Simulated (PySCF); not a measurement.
# C5H4F2N2: the cost of one run

Computed with PySCF 2.14.0 and routines of our own; the level stands in each step. Atoms count from 0.

## (1) The starting structure

13 atoms, charge 0, multiplicity 1; geometry from: GFN2-xTB.

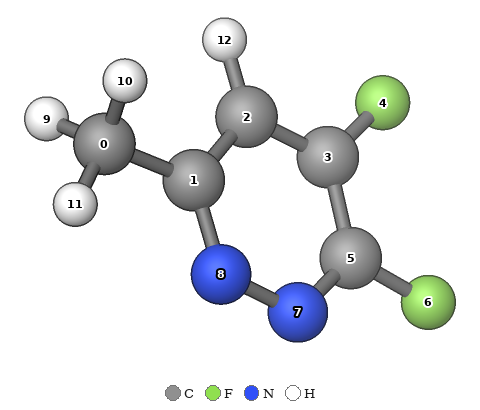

The starting geometry (carbon grey, fluorine green, nitrogen blue, hydrogen white).

## (2) Magnetic properties: GIAO BHandHLYP/pcSseg-1

Job settings and geometry (Å):

```
{"job": {"kind": "mag", "xc": "BHandHLYP", "basis": "pcSseg-1", "isotopologues": 0}, "charge": 0, "multiplicity": 1}
C     -2.094275     0.315901     0.150298
C     -0.662652    -0.092776     0.092374
C      0.347551     0.829030    -0.230884
C      1.638246     0.357638    -0.260391
F      2.665376     1.158388    -0.557451
C      1.827876    -1.003322     0.035368
F      3.047320    -1.533136     0.027155
N      0.832738    -1.799797     0.327640
N     -0.385985    -1.356816     0.356009
H     -2.413941     0.702146    -0.815603
H     -2.231728     1.102785     0.889351
H     -2.703101    -0.542115     0.416831
H      0.128185     1.862560    -0.448424
```

Level: GIAO BHandHLYP/pcSseg-1 magnetisability, rotational g tensor and spin-rotation constants, non-relativistic, gas phase.

Run with:

```bash
> OMP_NUM_THREADS=1 python excited_run.py task.json out
```

The driver reads the jobs from task.json and runs them one after another.

Q: Estimate the wall time and peak memory of this first job on 1 thread of Arm Neoverse V1, shared host.

About 28 s, with a peak of 0.77 GiB.
